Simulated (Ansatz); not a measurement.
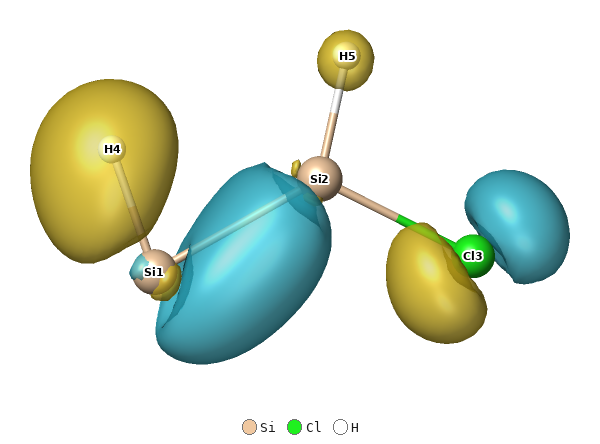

ClH₂Si₂ (SMILES [SiH]=[SiH]Cl) (doublet). The HOMO−1 (β) at ±0.15 Å⁻³ᐟ² (yellow and cyan are the two phases), seen at a tilt.

Geometry: PBE0-D4/def2-TZVP.

These are results of Ansatz 0.2.0, UKS PBE0-D4/def2-TZVPP, not measurements.

```yaml
atoms:
  - { symbol: Si, position_ang: [-1.0093, 0.5446, -1.4486] }
  - { symbol: Si, position_ang: [0.4089, -0.0355, 0.2143] }
  - { symbol: Cl, position_ang: [2.4258, 0.3233, 0.1954] }
  - { symbol: H, position_ang: [-2.0021, -0.1095, -0.4768] }
  - { symbol: H, position_ang: [0.1767, -0.7229, 1.5158] }
```

Q: Where does this orbital lie, and at what energy?

A: By Hirshfeld shares it lies mainly on Si1 (about 35 %), H4 (about 20 %), Si2 (about 20 %) and Cl3 (about 20 %); it is symmetric in the molecular plane (an in-plane orbital: σ, lone-pair or in-plane π type). Its energy is −8.44 eV.
